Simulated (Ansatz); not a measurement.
```
CELL_PARAMETERS angstrom
4.01110 0.00000 0.00000
0.00000 12.03251 0.00000
0.00000 0.00000 5.66961
ATOMIC_POSITIONS crystal
Al 0.50000 0.50000 0.49927
Al 0.00000 0.00000 0.99927
As 0.00000 0.50000 0.25014
As 0.50000 0.00000 0.75014
Ga 0.00000 0.66686 0.00028
Ga 0.50000 0.16686 0.50028
As 0.00000 0.16659 0.25001
As 0.50000 0.66659 0.75001
Ga 0.00000 0.33314 0.00028
Ga 0.50000 0.83314 0.50028
As 0.00000 0.83341 0.25001
As 0.50000 0.33341 0.75001
```

Space group Imm2; started from the ordered alloy on zincblende lattice prototype, which need not be the ambient phase; computed pressure about 2 GPa in this cell.

The calculation used Ansatz 0.2.0, DFT, PBE with spin-orbit coupling, plane waves, PAW.

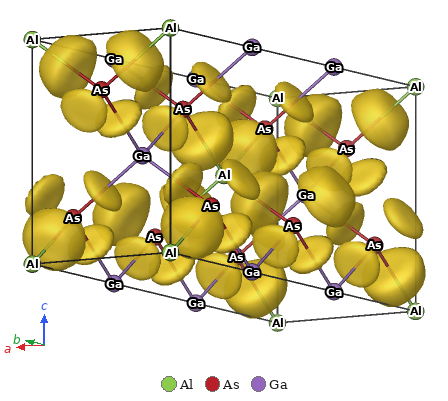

AlGa2As3. Isosurface of the electron localisation function at 0.7 (yellow), seen at an oblique angle. Only the valence region is drawn (cores and ρ < 0.01 e/Å³ removed). Sticks mark near contacts.

Core electrons are frozen (PAW), and the valence fields are smoothed inside the atomic spheres.

### Describe the localisation domains.

The surface consists of eight regions between bonded Al–As atoms (shared pairs) and 16 regions between bonded As–Ga atoms (shared pairs), counted in one cell of 12 atoms. Any copies at cell faces, edges or corners count once. Profiles from the grid: Al–As (2.45 Å): the ELF peaks at about 0.95 between the atoms; localised, covalent bonding. Ga–As (2.45 Å): the ELF peaks at about 0.80 between the atoms (localised, covalent bonding).
